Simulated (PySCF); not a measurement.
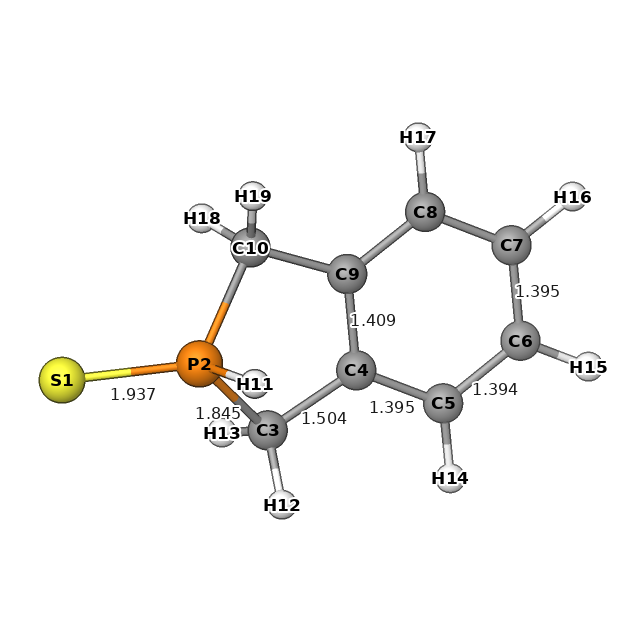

The numbers beside the sticks are distances in Å. Sticks don't show bond order. The computed structure is the end point of a PBE0-D3(BJ)/def2-SVP optimisation. No frequency run is at hand to confirm it as a minimum.

Question: Assign a bond order to each marked bond.

Answer: S1–P2 double; P2–C3 single; C3–C4 single; C4–C5 aromatic; C4–C9 aromatic; C5–C6 aromatic; C6–C7 aromatic.

Question: Give the structure as SMILES.

Answer: S=[PH]1Cc2ccccc2C1
